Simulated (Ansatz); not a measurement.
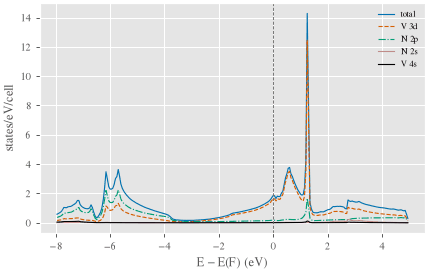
Total and projected density of states of VN (rock salt, space group No. 225), DFT-PBE in the program Ansatz with PAW potentials

Question: Which orbitals carry the states next to the Fermi level?

Answer: Within 0.5 eV of the Fermi level: V 3d 89 %, N 2p 9 %. Projections are on Löwdin-orthogonalised atomic valence shells; empty p or d shells of many metals are not among them.

Question: Where is the tallest occupied peak in this window, and what makes it?

Answer: Near -5.7 eV, about 3.6 states/eV per cell; the largest projected share is N 2p.

Space group Fm-3m (rock salt). The PBE relaxation kept the symmetry of its start. The workflow began spin-polarised and lost its moments.

Potentials: the later of the program's two PAW sets.
